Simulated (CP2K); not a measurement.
Band structure of C (P6_3/mmc, 2 atoms in the cell).

```
C
1.0
    2.21719     0.00000     0.00000
   -1.10860     1.92014     0.00000
    0.00000     0.00000     3.59982
C
2
Direct
  0.33333   0.66667   0.25000
  0.66667   0.33333   0.75000
```

Computed with CP2K with PBE, GPW, DZVP-MOLOPT-SR-GTH basis, GTH-PBE potentials (GTH_POTENTIALS).

Settings: CUTOFF = 400 Ry; REL_CUTOFF = 60 Ry; SMEAR/METHOD = GAUSSIAN; SIGMA = 0.05 eV; KPOINTS/SCHEME = MONKHORST-PACK 17 17 9; XC_FUNCTIONAL = PBE; C/BASIS_SET = DZVP-MOLOPT-SR-GTH; C/POTENTIAL = GTH-PBE-q4; METHOD = GPW; EPS_DEFAULT = 1e-10; EXTRAPOLATION = USE_GUESS; NGRIDS = 4; SCF_GUESS = ATOMIC; EPS_SCF = 1e-06.

The starting cell was generated: these elements placed on a structure prototype, without a prior relaxation; it need not be a known phase or ordering of this composition. Its lattice was rescaled by a random factor within 2.5 % of one. Values carry the incompleteness of an atom-centred basis.

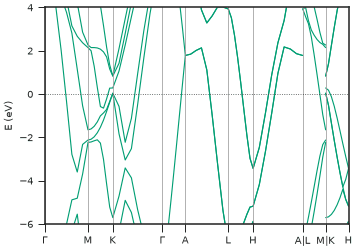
Figure: Bands along the path, energies from the Fermi level.

Levels in eV from the Fermi level, bands 1 to 6:
| point | 1 | 2 | 3 | 4 | 5 | 6 |
|---|---|---|---|---|---|---|
| Γ | -17.96 | -9.11 | -8.12 | 6.00 | 6.00 | 7.65 |
| M | -10.26 | -9.25 | -2.24 | -2.12 | -1.65 | 2.14 |
| K | -7.72 | -7.72 | -5.71 | 0.04 | 0.04 | 0.28 |
| A | -15.70 | -15.70 | 1.78 | 1.78 | 6.82 | 6.82 |
| L | -8.07 | -8.07 | -6.93 | -6.93 | 3.93 | 3.93 |
| H | -5.88 | -5.88 | -5.18 | -5.18 | -3.44 | -3.44 |

Bands cross the Fermi level along this path, so the cell is metallic at this level.

Higher empty bands are left out: an atom-centred basis made for the valence describes them poorly.
